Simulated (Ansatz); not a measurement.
## AlN: pressure series

Start from AlN in the wurtzite structure (space group P6_3mc, No. 186; a = 3.089 Å, c = 4.943 Å).

Cell and atoms are relaxed at each pressure.

Calculations: LDA (Ansatz, a program for electronic structure), without spin-orbit coupling.

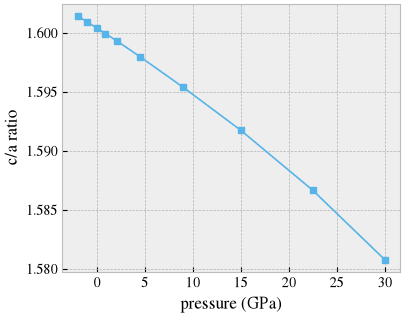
c/a ratio against pressure

**Question.** From the plot, what is the c/a ratio for pressure 22.5 GPa?

**Answer.** About 1.587.

**Question.** Is the trend monotonic over the range shown?

**Answer.** Yes, it falls throughout, spanning 1.581 to 1.601.

Load acts through the strain it causes; cell and atoms are relaxed under it. No phonon test of stability was made. Measured, AlN leaves this structure (for rock salt) near 14 GPa (temperature not stated; as listed in Datta, Sujoy, Jana, Debnarayan, arXiv (2020)), on rising pressure, with hysteresis.
